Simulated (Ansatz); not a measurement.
**BF: ionisation energy by level of theory**

Aim: the vertical ionisation energy of BF, as cation minus neutral at the neutral's geometry, on several levels, and how well −ε(HOMO) stands in for it.

Program: Ansatz 0.2.0, Gaussian basis. Level of theory: unrestricted cation, the program's frozen cores in correlated methods. These are calculated values, not measurements.

Levels to be run: UKS PBE-D4/def2-TZVPP; UKS r2SCAN-D4/def2-TZVPP; UKS PBE0-D4/def2-TZVPP; UKS B3LYP-D4/def2-TZVPP; UKS wB97X-V/def2-TZVPP; UKS wB97M-V/def2-TZVPP; UKS B2PLYP/def2-TZVPP; UHF-CCSD(T)/def2-TZVPP; UHF-CCSD(T)/def2-QZVPP; extrapolation to the limit; then −ε(HOMO) from the neutral's earlier runs with LDA (SPW92), PBE-D4, revPBE-D4, BLYP-D4, r2SCAN-D4, B97M-V, PBE0-D4, B3LYP-D4, r2SCANh-D4, r2SCAN0-D4, HSE06-D4, BHLYP-D4, CAM-B3LYP-D4, LC-ωPBE, ωB97X-V, ωB97M-V.

## Step 1: The relaxed structure

The geometry comes from an earlier relaxation with PBE0-D4 in a triple-zeta def2 set; it is a stationary point.

2 atoms, charge 0, spin multiplicity 1.

Atoms are counted from 1 here; the program's logs count them from 0.

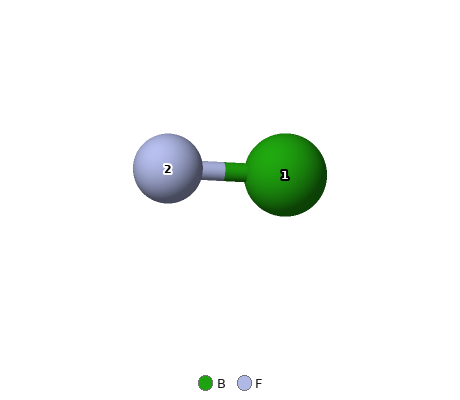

The geometry (boron green, fluorine light blue); atoms are numbered from 1 in the order of the file.

As a file:

```
B     0.0000    0.0000   -0.0094
F     0.0000    0.0000    1.2538
```

## Step 2: Cation, UKS PBE-D4/def2-TZVPP

The input, in.yaml:

```yaml
crystal:
  periodic: [false, false, false]
  atoms:
    - {symbol: B, position_ang: [0.000000, -0.000000, -0.009364]}
    - {symbol: F, position_ang: [-0.000000, 0.000000, 1.253754]}
basis:
  gaussian: {orbitals: def2-TZVPP}
total_charge: 1
magnetization: {spin_polarized: true, initial_magnetization: 1}
hamiltonian: {xc: pbe, dispersion: d4}
```

Launch:

```
$ ansatz run in.yaml --threads 2 --pin off --events-out ev --progress --plain --max-ram 32768MiB --backend cpu
```

After this run come: Cation, UKS r2SCAN-D4/def2-TZVPP; Cation, UKS PBE0-D4/def2-TZVPP; Cation, UKS B3LYP-D4/def2-TZVPP; Cation, UKS wB97X-V/def2-TZVPP; Cation, UKS wB97M-V/def2-TZVPP; Cation, UKS B2PLYP (frozen core)/def2-TZVPP; Cation, UHF-CCSD(T)/def2-TZVPP; Cation, UHF-CCSD(T)/def2-QZVPP.

Before running them: what should the planned runs give, taken together? Wanted: ionisation energy, CCSD(T)/CBS; nearest functional by difference; nearest −ε(HOMO); −ε(HOMO) of PBE; T1 of the cation.

**Answer**, as computed:

| quantity | value |
| --- | --- |
| ionisation energy, CCSD(T)/CBS | 11.18 eV |
| nearest functional by difference | ωB97M-V (-0.04 eV) |
| nearest −ε(HOMO) | LC-ωPBE (-0.30 eV) |
| −ε(HOMO) of PBE | 6.75 eV |
| T1 of the cation | 0.021 |

**Reading.** Energy differences with functionals land within 0.44 eV of the reference. −ε(HOMO) of PBE misses by 4.4 eV, since self-interaction lifts the level. Among orbital estimates LC-ωPBE comes nearest. Hartree-Fock falls 1.23 eV short, as the neutral has more correlation energy than the cation.
